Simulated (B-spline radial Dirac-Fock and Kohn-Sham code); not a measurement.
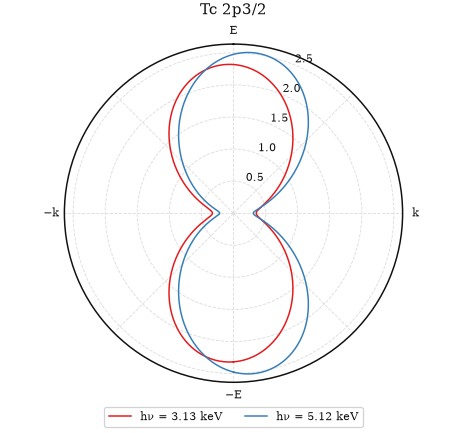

Angular distribution of photoelectrons from L3 (2p3/2) in the plane of the polarisation E (up) and the photon direction k (right), relative to an isotropic one. It refers to atomic Tc. Level of theory: a Dirac–Hartree–Slater potential; 1 + βP₂(cos θ) + (δ + γ cos²θ) sin θ cos φ with E1 and E1–E2 terms; calculated with a B-spline radial atomic code. Open shells are averaged over j.

### Is the pattern at 5.12 keV symmetric between forward and backward?

No: 45° forward of E it is 1.4 times the value 45° backward, from the non-dipole terms.
